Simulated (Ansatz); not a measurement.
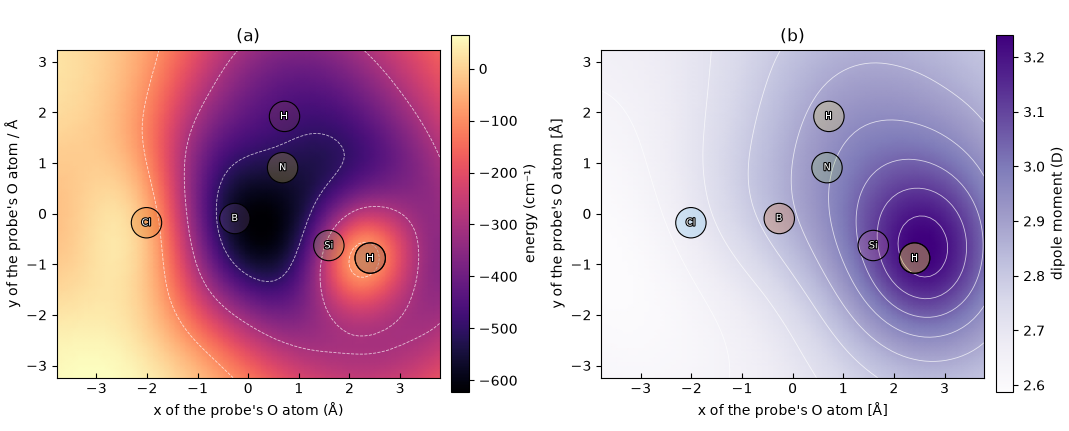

BClH₃NSi (SMILES ClB1N[SiH2]1) with the probe H2O. The probe is moved over a plane parallel to the molecule's main plane, 3.52 Å above it. First axis: x of the probe's O atom. Second axis: y of the probe's O atom. Nothing is relaxed (molecule and probe rigid, the probe upright with O nearest the plane). The scan uses a 15 × 13 grid. Points are written as (first, second). Energies: cm⁻¹, counted from molecule and probe far apart, each relaxed in its own basis (no counterpoise correction). Theory: RKS PBE0-D4/def2-SVPD (Ansatz 0.2.0).

Panel (a) is the energy and panel (b) the computed dipole moment on the same grid.

In the figure: a smooth colour map with a few white contour lines, labelled circles for the molecule's atoms, projected on the plane. Between grid points the surface is interpolated.

**How does the dipole moment vary over the map, and what is it at the lowest grid point?**

Leaving out the highest fifth of the energies, it runs from 2.59 D at (−3.78 Å, −0.54 Å) to 3.24 D at (2.70 Å, −0.54 Å). At the lowest grid point, (0.00 Å, 0.00 Å), it is 2.87 D.
